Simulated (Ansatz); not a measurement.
The starting structures come from a database of crystals and need not be the phases stable at ambient conditions.

 Where the default PAW files enter, the runs use the earlier of Ansatz's two default sets.

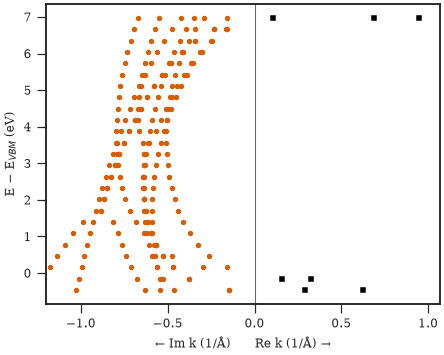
Complex bands at the centre of the two-dimensional zone; r2SCAN (Ansatz, a program for electronic structure)

The gap is the functional's own, uncorrected, and κ follows it; spin-orbit coupling is left out. Mid-gap values are interpolated between the computed energies.

This is NaBH4 (P4_2/nmc, not sure to be the ambient phase, 12 atoms a cell, 8.6 Å³ an atom) along the normal of (110). Read off the slowest decay at the centre of the two-dimensional zone at 3.25 eV, the computed energy nearest the middle of the gap.

κ ≈ 0.51 1/Å, a decay length 1/(2κ) of the density of 0.99 Å.
